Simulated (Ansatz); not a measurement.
# BN, response to strain

Base system: BN in the zinc blende structure (space group F-43m, No. 216).

```xyz
2
Lattice="0.0000 1.8123 1.8123 1.8123 0.0000 1.8123 1.8123 1.8123 0.0000" Properties=species:S:1:pos:R:3 pbc="T T T"
B      0.0000     0.0000     0.0000
N      0.9062     0.9062     0.9062
```

Strains are applied to the cell and any free atomic positions relax.

Method: PBE/PAW in Ansatz (a first-principles code), without spin-orbit coupling.

Notes on the quantities. energy relative to the base: free energy F.

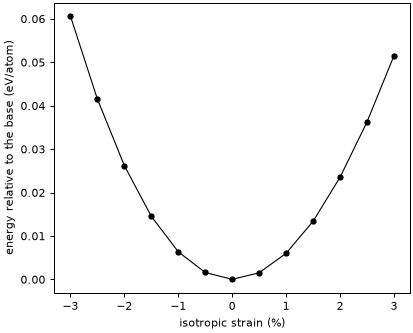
Energy relative to the base against isotropic strain

Problem. From the plot, what is the energy relative to the base for isotropic strain −1.50 %?

Solution. About 0.015 eV/atom.

Problem. Is the trend monotonic over the range shown?

Solution. No, it turns within the range, spanning 0 meV/atom to +61 meV/atom.

Stability against distortions was not tested.
